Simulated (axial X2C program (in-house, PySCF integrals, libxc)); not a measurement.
# RhC⁺: from the state search to constants

What are the state, bond length, wavenumber and bond energy of RhC⁺, and what does spin–orbit coupling change?

Computed with an in-house X2C program for linear molecules on PySCF integrals. Level: all-electron X2C, Rh dyall-cv3z, C dyall-v3z.

All values are calculated.

**1. The job**

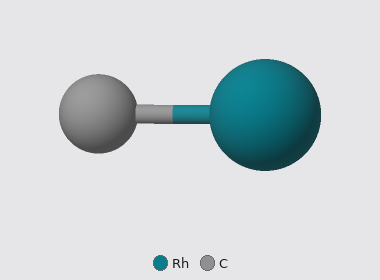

The two atoms at 1.770 Å (rhodium blue, carbon grey).

task.json reads:

```json
{"zs": [45, 6], "q": 1, "bas": ["dyall-cv3z", "dyall-v3z"], "levels": ["PBE0", "HF", "r2SCAN"], "cc": true, "r0": 1.77, "thr": -2.0, "nmax": 90, "npts": 10, "nst": 2, "ntry": 6}
```

Keys: zs atomic numbers; q charge; bas basis sets; levels methods (HF also brings MP2); cc coupled cluster on or off; r0 starting distance in Å; thr threshold in hartree for freezing inner shells (an s shell follows its p shell); nmax most natural virtual spinors; npts points asked for on the curve; nst determinants followed; ntry starts of the search.

Run with:

```console
$ python so2c.py task.json out
```

Spin-free means the one-electron spin-free X2C Hamiltonian; two-component (2c) means X2C with spin–orbit coupling and atomic mean-field two-electron Coulomb and Gaunt terms. Basis: Rh dyall-cv3z contracted to [12s12p8d5f3g], C dyall-v3z contracted to [7s6p2d1f]; Gaussian nuclei, density fitting. Masses: Rh 102.906 u, C 12.000 u.

Notation: σ, π±, δ± give the projection m of an orbital's angular momentum (0, ±1, ±2), α and β its spin, Λ and M_S the sums; ω is the projection of a spinor's total angular momentum and Ω the sum. Logs are in hartree.

The results follow Hamiltonian by Hamiltonian and level by level.

**2. Which state to follow**

PBE0 moves the distance from 1.770 Å to 1.564 Å and compares determinants there.

Spin-free determinants:

```csv
ΔE (eV),state,open shells
0.00,"M_S = 0, Λ = 0",closed shell
2.27,"M_S = 1, Λ = 2","beyond closed shells: σα, δ+α, δ+β, δ-α"
2.59,"M_S = 0, Λ = 2","beyond closed shells: σβ, δ+α, δ+β, δ-α"
3.13,"M_S = 1, Λ = 1","beyond closed shells: π-α, δ+α, δ+β, δ-α"
3.13,"M_S = 1, Λ = 3","beyond closed shells: π+α, δ+α, δ+β, δ-α"
3.19,"M_S = 0, Λ = 3","beyond closed shells: π+β, δ+α, δ+β, δ-α"
3.25,"M_S = 0, Λ = 1","beyond closed shells: π-β, δ+α, δ+β, δ-α"
```

Two-component determinants:

```
ΔE (eV)  state                              open shells
   0.00  Ω = 0                             closed shell
   2.12  Ω = 3   excess of +ω over −ω: ω = 1/2, ω = 5/2
   2.43  Ω = 1  excess of +ω over −ω: ω = -1/2, ω = 3/2
   2.44  Ω = 2  excess of +ω over −ω: ω = -1/2, ω = 5/2
   2.74  Ω = 2   excess of +ω over −ω: ω = 1/2, ω = 3/2
   3.04  Ω = 4   excess of +ω over −ω: ω = 3/2, ω = 5/2
   3.16  Ω = 1  excess of +ω over −ω: ω = -3/2, ω = 5/2
```

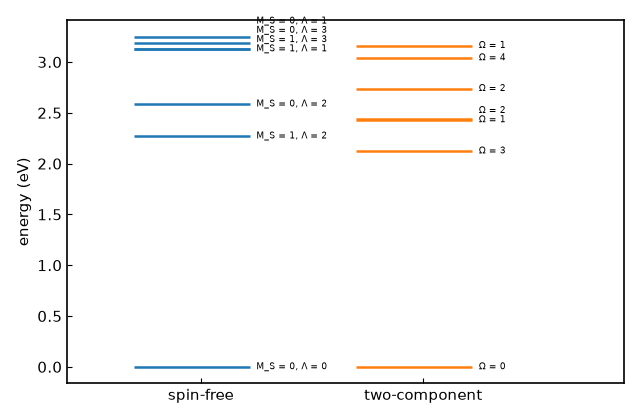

The determinants found, each set from its own lowest.

**3. PBE0, spin-free**

State followed: M_S = 0, Λ = 0 (closed shell). The scan is laid around 1.564 Å, a first estimate of the minimum, and this SCF restarts from the orbitals of the search.

The SCF at the reference distance of 1.564 Å:

```text
spin-free X2C-1e  PBE0
basis functions 192  fitting functions 927  grid points 5075
iter        total energy     max residual
   1      -4821.102165116     8.44e-06
   2      -4821.102165102     3.56e-05
   3      -4821.102165117     2.11e-06
   4      -4821.102165117     1.53e-07
converged
one-electron -6813.52974949  Coulomb 2045.83147109  exact exchange -35.59237203  xc functional -109.16563677  nuclear repulsion 91.35412209
```

Along the bond, energies from the lowest point:

```csv
R (Å),E (eV),μ (D),HOMO (eV),LUMO (eV),iterations
1.361,1.6928,-1.65,-15.20,-9.26,11
1.423,0.7158,-1.55,-15.10,-9.39,11
1.470,0.2877,-1.46,-15.02,-9.48,11
1.517,0.0636,-1.36,-14.94,-9.58,11
1.564,0.0000,-1.25,-14.86,-9.67,4
1.619,0.0827,-1.12,-14.77,-9.77,12
1.673,0.2929,-0.97,-14.68,-9.87,12
1.744,0.6944,-0.77,-14.55,-9.99,12
1.830,1.3107,-0.52,-14.40,-10.12,12
1.955,2.3186,-0.13,-14.18,-10.27,13
```

Dipoles are positive if C is the positive end and refer to the centre of mass.

Outer orbitals at the reference distance:

```json
{"symmetry": "σα", "occupied": "yes", "ε (eV)": "-23.99", "atomic character": "46% C s, 33% Rh d, 8% Rh p"}
{"symmetry": "π-α", "occupied": "yes", "ε (eV)": "-17.43", "atomic character": "68% Rh d, 27% C p"}
{"symmetry": "π+α", "occupied": "yes", "ε (eV)": "-17.43", "atomic character": "68% Rh d, 27% C p"}
{"symmetry": "σα", "occupied": "yes", "ε (eV)": "-16.63", "atomic character": "41% Rh d, 29% C p, 18% C s"}
{"symmetry": "δ+α", "occupied": "yes", "ε (eV)": "-14.86", "atomic character": "99% Rh d"}
{"symmetry": "δ-α", "occupied": "yes", "ε (eV)": "-14.86", "atomic character": "99% Rh d"}
{"symmetry": "σα", "occupied": "no", "ε (eV)": "-9.67", "atomic character": "47% Rh s, 33% C p, 12% Rh d"}
{"symmetry": "π-α", "occupied": "no", "ε (eV)": "-8.75", "atomic character": "46% C p, 26% Rh d, 20% Rh p"}
{"symmetry": "π+α", "occupied": "no", "ε (eV)": "-8.75", "atomic character": "46% C p, 26% Rh d, 20% Rh p"}
{"symmetry": "σα", "occupied": "no", "ε (eV)": "-6.44", "atomic character": "44% Rh p, 22% C p, 18% Rh s"}
```

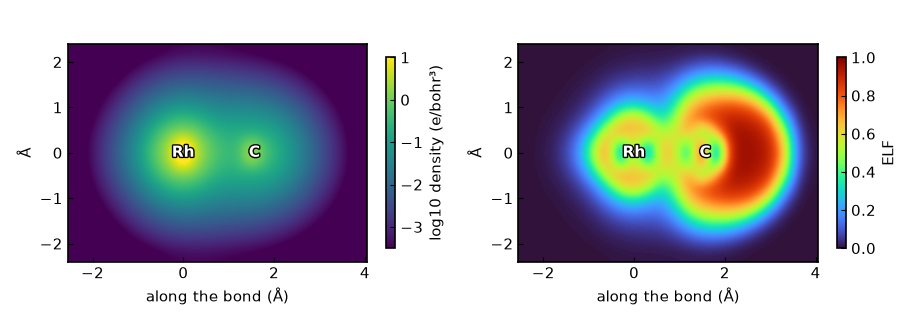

PBE0 fields in a plane through the axis, from a grid of 0.3 Å; Rh lies at z = 0 and C at z = 1.564 Å; the ELF is damped to zero where the density is low.

Re = 1.562 Å, ωe = 1206 cm⁻¹, ωexe = 4.72 cm⁻¹, Be = 0.6426 cm⁻¹, De = 5.99 eV, μ = -1.26 D.

**4. HF, spin-free**

The SCF at the reference distance of 1.564 Å:

```text
spin-free X2C-1e  HF
basis functions 192  fitting functions 927  grid points 5075
iter        total energy     max residual
   1      -4818.713644447     3.64e-01
   2      -4818.737119663     6.45e-03
   3      -4818.737174300     1.00e-02
   4      -4818.738419000     2.94e-03
   5      -4818.738592373     1.37e-03
   6      -4818.738638586     7.43e-04
   7      -4818.738660265     4.43e-04
   8      -4818.738674974     3.36e-04
   9      -4818.738681784     7.38e-05
  10      -4818.738682058     1.73e-05
  11      -4818.738682064     3.51e-06
  12      -4818.738682064     1.11e-06
converged
one-electron -6813.16278781  Coulomb 2045.51760549  exact exchange -142.44762183  xc functional 0.00000000  nuclear repulsion 91.35412209
```

Re = 1.518 Å, ωe = 1302 cm⁻¹, ωexe = 8.65 cm⁻¹, Be = 0.6809 cm⁻¹, De = 0.523 eV, μ = -1.45 D.

**5. r2SCAN, spin-free**

The SCF at the reference distance of 1.564 Å:

```text
spin-free X2C-1e  r2SCAN
basis functions 192  fitting functions 927  grid points 5075
iter        total energy     max residual
   1      -4821.468740439     1.31e-01
   2      -4821.470604702     4.74e-03
   3      -4821.462460310     2.76e-02
   4      -4821.470874530     5.27e-04
   5      -4821.470872427     6.35e-04
   6      -4821.470878510     2.38e-05
   7      -4821.470878515     2.57e-05
   8      -4821.470878524     4.92e-06
   9      -4821.470878524     2.29e-07
converged
one-electron -6813.53040186  Coulomb 2045.84680383  exact exchange 0.00000000  xc functional -145.14140258  nuclear repulsion 91.35412209
```

Re = 1.575 Å, ωe = 1176 cm⁻¹, ωexe = 4.64 cm⁻¹, Be = 0.6324 cm⁻¹, De = 6.54 eV, μ = -1.28 D.

**6. MP2 and beyond, spin-free**

Correlated methods: 12 electrons correlated (frozen shells, counted by type: Rh 4 s, 3 p, 1 d; C 1 s), 256 virtual spinors in MP2, 90 natural virtuals in coupled cluster.

Output of the correlated part at 1.564 Å:

```text
correlated 12  virtual 256  natural virtual 90  E(MP2) -0.560282878  MP2 remainder -0.026543843
iter   CCSD correlation   residual
   1     -0.415014657   3.69e-01
   2     -0.457056448   1.99e-01
   3     -0.459903407   3.25e-02
   4     -0.460689674   1.62e-02
   5     -0.461138326   5.33e-03
   6     -0.461127175   1.64e-03
   7     -0.461086276   6.08e-04
   8     -0.461105403   2.18e-04
   9     -0.461109842   7.16e-05
  10     -0.461108459   2.24e-05
  11     -0.461109208   8.05e-06
  12     -0.461109092   2.65e-06
  13     -0.461109075   8.05e-07
(T) -0.032795283  T1 0.0303  D1 0.0484  max T2 0.095
```

T1 in the output is the amplitude norm over the root of the electron number; divide by √2 for the Lee–Taylor value.

MP2: No constants are quoted: the points don't follow one smooth fit.

CCSD: Re = 1.567 Å, ωe = 1189 cm⁻¹, Be = 0.6388 cm⁻¹, De = 5.32 eV. T1 at Re = 0.022 (Lee–Taylor, the printed value over √2).

CCSD(T): Re = 1.588 Å, ωe = 1145 cm⁻¹, Be = 0.6217 cm⁻¹, De = 5.97 eV. T1 at Re = 0.024 (Lee–Taylor, the printed value over √2).

**7. A higher determinant, spin-free**

State: M_S = 1, Λ = 2 (beyond closed shells: σα, δ+α, δ+β, δ-α).

Output at the reference distance:

```text
spin-free X2C-1e  PBE0
basis functions 192  fitting functions 927  grid points 5075
iter        total energy     max residual
   1      -4821.018705156     1.45e-05
   2      -4821.018705168     8.61e-06
   3      -4821.018705172     8.02e-06
   4      -4821.018705176     9.84e-06
   5      -4821.018705177     3.58e-06
converged
one-electron -6809.82930552  Coulomb 2042.11805987  exact exchange -35.57622894  xc functional -109.08535267  nuclear repulsion 91.35412209
```

```csv
R (Å),E above the lowest PBE0 point (eV)
1.361,5.001
1.423,3.701
1.470,3.032
1.517,2.569
1.564,2.271
1.619,2.088
1.673,2.042
1.744,2.133
1.830,2.401
```

Re = 1.668 Å, ωe = 952 cm⁻¹, ωexe = 4.56 cm⁻¹, Be = 0.5641 cm⁻¹, μ = -0.87 D. Te = 2.04 eV.

**8. The spin-free curves together**

Energy (eV) of the followed determinant, spin-free, from each level's lowest point:

```csv
R (Å),PBE0,HF,MP2,CCSD,CCSD(T),r2SCAN
1.361,1.693,1.118,2.460,n/a,n/a,1.851
1.423,0.716,0.358,1.267,0.748,0.909,0.823
1.470,0.288,0.082,0.665,0.311,0.419,0.358
1.517,0.064,0.000,0.267,0.076,0.130,0.098
1.564,0.000,0.065,0.044,0.000,0.000,0.000
1.619,0.083,0.277,0.000,0.068,0.006,0.045
1.673,0.293,0.582,0.247,0.262,0.151,0.221
1.744,0.694,1.023,1.200,0.633,0.496,0.582
1.830,1.311,1.505,3.050,n/a,n/a,1.156
1.955,2.319,2.034,5.293,n/a,n/a,2.113
```

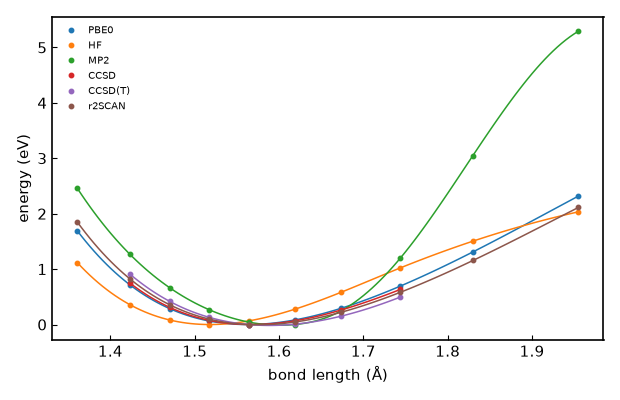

Curves of the followed state, spin-free, each from its own lowest point.

**9. PBE0, 2c**

State followed: Ω = 0 (closed shell). The scan is laid around 1.564 Å, a first estimate of the minimum, and this SCF restarts from the orbitals of the search.

Output at 1.564 Å:

```text
two-component X2C + atomic mean field  PBE0
basis functions 192  fitting functions 927  grid points 5075
iter        total energy     max residual
   1      -4819.140042521     6.32e-06
   2      -4819.140042520     1.94e-05
converged
one-electron -6808.14861851  Coulomb 2044.75728895  exact exchange -35.57214620  xc functional -109.10560237  nuclear repulsion 91.35412209  atomic mean-field constant -2.42508648
```

Along the bond, energies from the lowest point:

```csv
R (Å),E (eV),μ (D),HOMO (eV),LUMO (eV),iterations
1.361,1.6912,-1.65,-15.05,-9.26,11
1.423,0.7150,-1.54,-14.95,-9.39,11
1.470,0.2874,-1.45,-14.87,-9.48,11
1.517,0.0636,-1.36,-14.79,-9.57,11
1.564,0.0000,-1.25,-14.72,-9.67,2
1.619,0.0824,-1.11,-14.62,-9.77,12
1.673,0.2919,-0.97,-14.53,-9.87,12
1.744,0.6921,-0.77,-14.40,-9.99,12
1.830,1.3058,-0.52,-14.25,-10.13,13
1.955,2.3080,-0.13,-14.04,-10.28,14
```

Dipoles are positive if C is the positive end and refer to the centre of mass.

Outer spinors at the reference distance:

```
  ω  occupied  ε (eV)             atomic character    λ mixture
1/2       yes  -23.99   46% C s, 33% Rh d, 8% Rh p       100% σ
1/2       yes  -17.50            68% Rh d, 26% C p  98% π, 2% σ
3/2       yes  -17.39            68% Rh d, 27% C p       100% π
1/2       yes  -16.62   41% Rh d, 30% C p, 18% C s  98% σ, 2% π
3/2       yes  -15.02                     99% Rh d       100% δ
5/2       yes  -14.72                     99% Rh d       100% δ
1/2        no   -9.67  47% Rh s, 33% C p, 12% Rh d       100% σ
1/2        no   -8.81  46% C p, 25% Rh d, 20% Rh p       100% π
3/2        no   -8.70  46% C p, 26% Rh d, 19% Rh p       100% π
1/2        no   -6.43  44% Rh p, 22% C p, 18% Rh s       100% σ
```

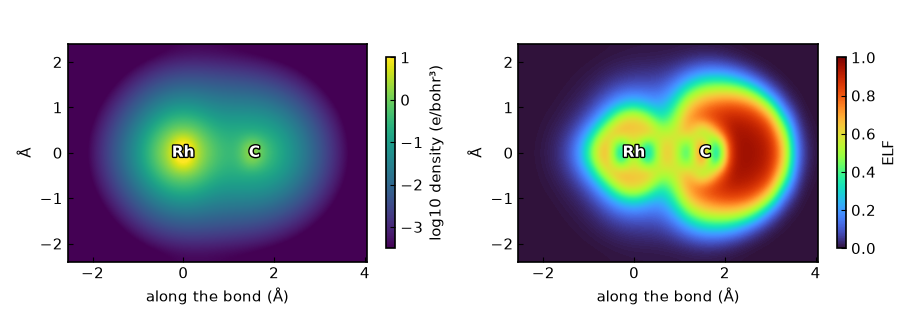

PBE0 fields in a plane through the axis, from a grid of 0.3 Å; Rh lies at z = 0 and C at z = 1.564 Å; the ELF is damped to zero where the density is low.

Re = 1.562 Å, ωe = 1204 cm⁻¹, ωexe = 4.75 cm⁻¹, Be = 0.6426 cm⁻¹, De = 5.84 eV, μ = -1.25 D.

**10. HF, 2c**

The SCF at the reference distance of 1.564 Å:

```text
two-component X2C + atomic mean field  HF
basis functions 192  fitting functions 927  grid points 5075
iter        total energy     max residual
   1      -4816.750878760     3.64e-01
   2      -4816.774387330     6.75e-03
   3      -4816.774459474     1.03e-02
   4      -4816.775712565     2.92e-03
   5      -4816.775894086     1.36e-03
   6      -4816.775947904     7.28e-04
   7      -4816.775976373     4.55e-04
   8      -4816.775997675     3.12e-04
   9      -4816.776007482     5.77e-05
  10      -4816.776008143     3.73e-05
  11      -4816.776008347     2.58e-05
  12      -4816.776008499     1.13e-05
  13      -4816.776008534     4.72e-06
  14      -4816.776008535     7.72e-07
converged
one-electron -6807.78258832  Coulomb 2044.44461086  exact exchange -142.36706668  xc functional 0.00000000  nuclear repulsion 91.35412209  atomic mean-field constant -2.42508648
```

Re = 1.518 Å, ωe = 1298 cm⁻¹, ωexe = 9.27 cm⁻¹, Be = 0.6806 cm⁻¹, De = 0.382 eV, μ = -1.45 D.

**11. r2SCAN, 2c**

Output at 1.564 Å:

```text
two-component X2C + atomic mean field  r2SCAN
basis functions 192  fitting functions 927  grid points 5075
iter        total energy     max residual
   1      -4819.503411857     1.31e-01
   2      -4819.505327153     4.62e-03
   3      -4819.497595277     2.69e-02
   4      -4819.505583528     5.34e-04
   5      -4819.505581703     6.23e-04
   6      -4819.505587579     2.55e-05
   7      -4819.505587586     2.53e-05
   8      -4819.505587594     4.98e-06
   9      -4819.505587594     2.29e-07
converged
one-electron -6808.15022866  Coulomb 2044.77357882  exact exchange 0.00000000  xc functional -145.05797337  nuclear repulsion 91.35412209  atomic mean-field constant -2.42508648
```

Re = 1.575 Å, ωe = 1175 cm⁻¹, ωexe = 4.65 cm⁻¹, Be = 0.6325 cm⁻¹, De = 6.56 eV, μ = -1.28 D.

**12. Correlated methods, 2c**

Correlated methods: 12 electrons correlated (frozen shells, counted by type: Rh 4 s, 3 p, 1 d; C 1 s), 256 virtual spinors in MP2, 90 natural virtuals in coupled cluster.

Output of the correlated part at 1.564 Å:

```text
correlated 12  virtual 256  natural virtual 90  E(MP2) -0.559239689  MP2 remainder -0.026533316
iter   CCSD correlation   residual
   1     -0.414937522   3.67e-01
   2     -0.456670971   1.98e-01
   3     -0.459554444   3.26e-02
   4     -0.460359897   1.63e-02
   5     -0.460814069   5.43e-03
   6     -0.460802972   1.70e-03
   7     -0.460762300   6.53e-04
   8     -0.460782825   2.47e-04
   9     -0.460787259   9.45e-05
  10     -0.460785626   4.19e-05
  11     -0.460786886   2.17e-05
  12     -0.460786391   1.14e-05
  13     -0.460786473   4.39e-06
  14     -0.460786459   2.04e-06
(T) -0.032706675  T1 0.0312  D1 0.0499  max T2 0.088
```

MP2: No constants are quoted: the points don't follow one smooth fit.

CCSD: Re = 1.567 Å, ωe = 1186 cm⁻¹, ωexe = 5.65 cm⁻¹, Be = 0.6387 cm⁻¹, De = 5.17 eV. T1 at Re = 0.022 (Lee–Taylor, the printed value over √2).

CCSD(T): Re = 1.588 Å, ωe = 1148 cm⁻¹, Be = 0.622 cm⁻¹, De = 5.81 eV. T1 at Re = 0.025 (Lee–Taylor, the printed value over √2).

**13. A higher determinant, 2c**

State: Ω = 3 (excess of +ω over −ω: ω = 1/2, ω = 5/2).

Output at the reference distance:

```text
two-component X2C + atomic mean field  PBE0
basis functions 192  fitting functions 927  grid points 5075
iter        total energy     max residual
   1      -4819.061990001     1.04e-05
   2      -4819.061990010     8.32e-06
   3      -4819.061990012     6.28e-06
converged
one-electron -6804.50017081  Coulomb 2041.09205789  exact exchange -35.55633980  xc functional -109.02657290  nuclear repulsion 91.35412209  atomic mean-field constant -2.42508648
```

```csv
R (Å),E above the lowest PBE0 point (eV)
1.361,4.852
1.423,3.554
1.470,2.884
1.517,2.422
1.564,2.124
1.619,1.940
1.673,1.894
1.744,1.985
1.830,2.251
```

Re = 1.668 Å, ωe = 951 cm⁻¹, ωexe = 4.57 cm⁻¹, Be = 0.564 cm⁻¹, μ = -0.88 D. Te = 1.89 eV.

**14. The 2c curves together**

Energy (eV) of the followed determinant, 2c, from each level's lowest point:

```csv
R (Å),PBE0,HF,MP2,CCSD,CCSD(T),r2SCAN
1.361,1.691,1.119,2.424,n/a,n/a,1.848
1.423,0.715,0.359,1.234,0.747,0.907,0.822
1.470,0.287,0.083,0.636,0.310,0.418,0.357
1.517,0.064,0.000,0.243,0.076,0.130,0.098
1.564,0.000,0.064,0.027,0.000,0.000,0.000
1.619,0.082,0.271,0.000,0.067,0.008,0.045
1.673,0.292,0.570,0.291,0.259,0.155,0.221
1.744,0.692,0.989,1.412,0.628,0.512,0.582
1.830,1.306,1.411,3.441,n/a,n/a,1.154
1.955,2.308,1.829,5.515,n/a,n/a,2.108
```

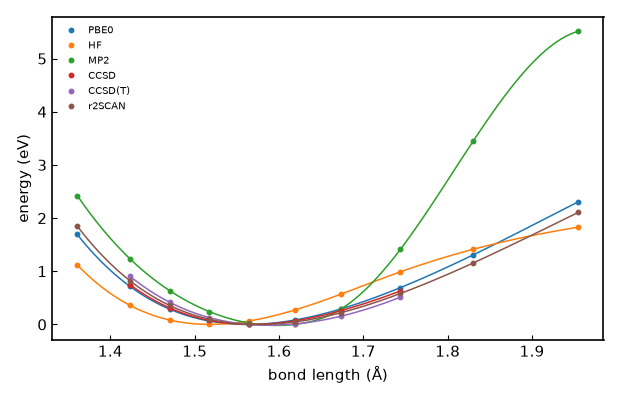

Curves of the followed state, 2c, each from its own lowest point.

Time for the job: 2.2 min (1 thread of Arm Neoverse V2, shared host).

**15. What came out**

Lowest determinant that the search found at its distance, spin-free: M_S = 0, Λ = 0 (closed shell).

Lowest determinant that the search found at its distance, 2c: Ω = 0 (closed shell).

```tsv
Hamiltonian	level	Re (Å)	ωe (cm⁻¹)	De (eV)	μ (D)
spin-free	PBE0	1.562	1206	5.99	-1.26
spin-free	HF	1.518	1302	0.523	-1.45
spin-free	CCSD	1.567	1189	5.32	n/a
spin-free	CCSD(T)	1.588	1145	5.97	n/a
spin-free	r2SCAN	1.575	1176	6.54	-1.28
2c	PBE0	1.562	1204	5.84	-1.25
2c	HF	1.518	1298	0.382	-1.45
2c	CCSD	1.567	1186	5.17	n/a
2c	CCSD(T)	1.588	1148	5.81	n/a
2c	r2SCAN	1.575	1175	6.56	-1.28
```

Dipoles are positive if C is the positive end and refer to the centre of mass. No constants: spin-free MP2 (the points don't follow one smooth fit); 2c MP2 (the points don't follow one smooth fit).

Time per point (s) on 1 thread of Arm Neoverse V2, shared host (2c runs; CCSD comes with the CCSD(T) run); the times are rough: PBE0 0.29, HF 0.24, CCSD(T) 3.8, r2SCAN 0.39.

At CCSD(T), going from spin-free to two-component changes Re by 0 mÅ, ωe by +0.3 %; the spin-free picture holds up (part of it comes from the scalar share of the two-electron terms). De moves by -0.16 eV; both De rest on single-determinant atoms, which can miss part of an open shell's spin–orbit lowering.

De refers to Rh+ + C, each in the lowest determinant found, which need not be this curve's own limit. Each curve is one determinant whose occupation by symmetry is held fixed; it was picked as the lowest of a PBE0 search that is not exhaustive. The closed shell is kept restricted; where the fragments are open shells, the energy then runs too high at long range. De is counted from the lowest determinant-based energies of the atoms at the same level, without counterpoise correction. Coupled cluster ran in a truncated set of natural virtual spinors; the MP2 energy of the rest was added. The meta-GGAs lack a current-density term, which matters for open shells with orbital currents, atoms included. T1 at Re is 0.025 (Lee–Taylor), above the customary mark of 0.02.
